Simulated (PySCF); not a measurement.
System: C₅H₆F⁺, SMILES C[c+]1cc1CF.

Vertical TDDFT excitations, PBE0/def2-SVPD with PySCF 2.14.0, at a GFN2-xTB geometry (no frequency check), gas phase.

Q: Predict the low-lying singlet excitations and the spectrum.

A: The lowest singlet lies at 6.55 eV (189 nm, f = 0.001); the brightest of the first 6 is S3 at 6.83 eV (182 nm), f = 0.098, mainly HOMO → LUMO (91 %). No singlet lies below 3.1 eV (beyond 400 nm), so at this level no vertical transition falls in the visible.


```
state  E (eV)  λ (nm)      f          main character
   S1    6.55     189  0.001    HOMO−1 → LUMO (78 %)
   S2    6.65     187  0.001  HOMO−1 → LUMO+1 (72 %)
   S3    6.83     182  0.098      HOMO → LUMO (91 %)
   S4    7.10     175  0.097    HOMO → LUMO+1 (92 %)
   S5    7.13     174  0.000    HOMO−2 → LUMO (72 %)
   S6    7.46     166  0.001  HOMO−2 → LUMO+1 (70 %)
```

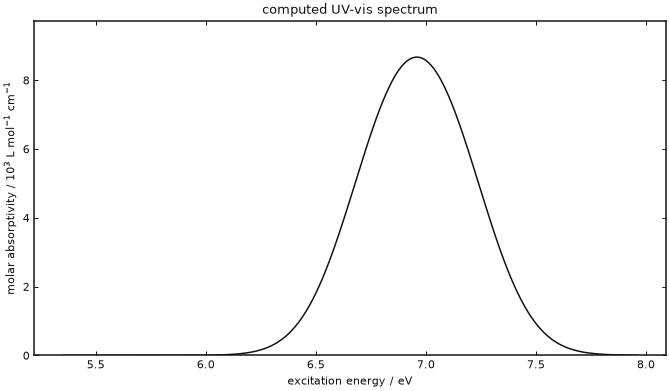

The lowest 6 singlet states are shown; each is broadened by a Gaussian of 1/e half-width 0.30 eV.

Note: the tight-binding geometry is rougher than a DFT one and adds to the error; one conformer of a flexible molecule; core orbitals are frozen in the response.
